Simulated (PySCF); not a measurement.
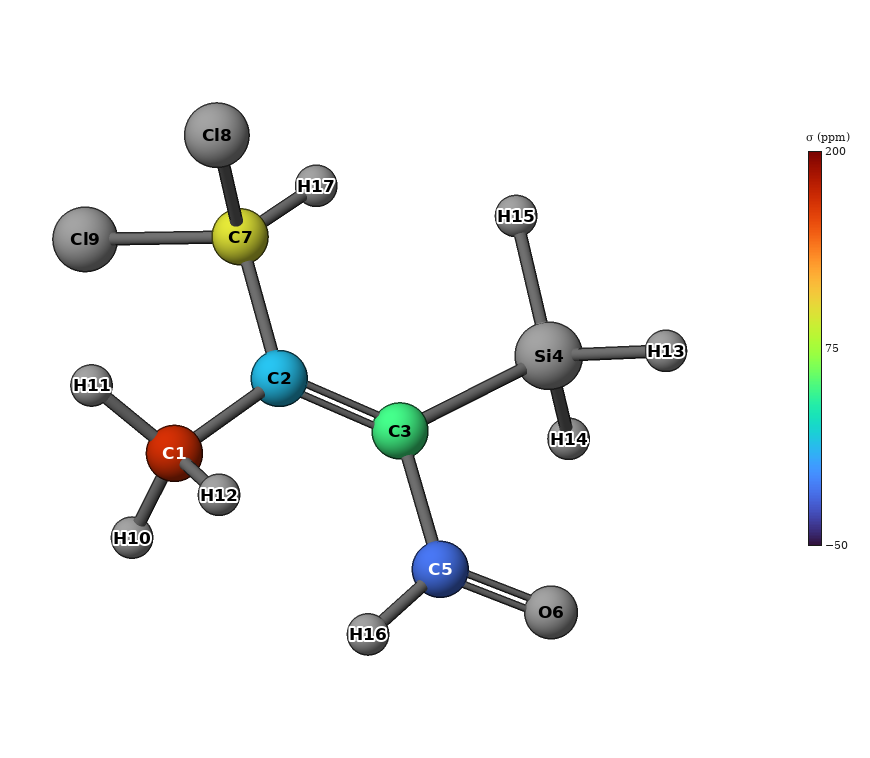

Atoms are coloured by their isotropic NMR shieldings (C only, the others grey). The geometry was computed by an optimisation with GFN2-xTB. No frequency run is at hand to confirm it as a minimum. Method: GIAO PBE0/pcSseg-1 NMR shielding, non-relativistic, gas phase (PySCF 2.14.0).

Give the isotropic NMR shieldings of the C atoms atom by atom.

| atom | σ (ppm) |
| --- | --- |
| C1 | 169.5 |
| C2 | 14.1 |
| C3 | 48.8 |
| C5 | −15.2 |
| C7 | 97.5 |

The geometry is semi-empirical. Around Si such bond lengths and angles can be off by a tenth of an ångström or more and by several degrees, and values that hang on the shape move with them.
